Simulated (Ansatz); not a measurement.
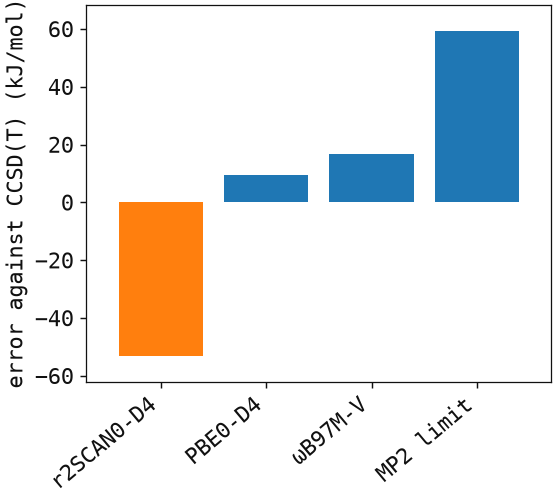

Error in the electronic atomisation energy (method less reference, so positive means overbinding) of C₃H₈OSi, SMILES C[SiH2]CC=O: functionals in def2-TZVPP against frozen-core CCSD(T) at the limit (MP2 extrapolated from triple and quadruple zeta, plus CCSD(T) less MP2 in a smaller set), which gives 4982.1 kJ/mol, at a PBE0-D4/def2-TZVP geometry (a minimum by its frequencies), no zero-point or spin-orbit term, the Ansatz code 0.2.0. The reference leaves out core correlation, a term that grows with the number of heavy atoms. Limit means the basis limit.

Q: Which of these levels overbind, and which underbind?

A: Overbind: MP2 limit. Underbind: r2SCAN0-D4. Within 25 kJ/mol of zero, too close to call in view of what the reference leaves out: PBE0-D4 and ωB97M-V.

Q: Give the values.

A:
| level | kJ/mol |
| --- | --- |
| r2SCAN0-D4 | −53.1 |
| PBE0-D4 | 9.3 |
| ωB97M-V | 16.8 |
| MP2 limit | 59.2 |

Limits of at least one run: one conformer of a flexible molecule.
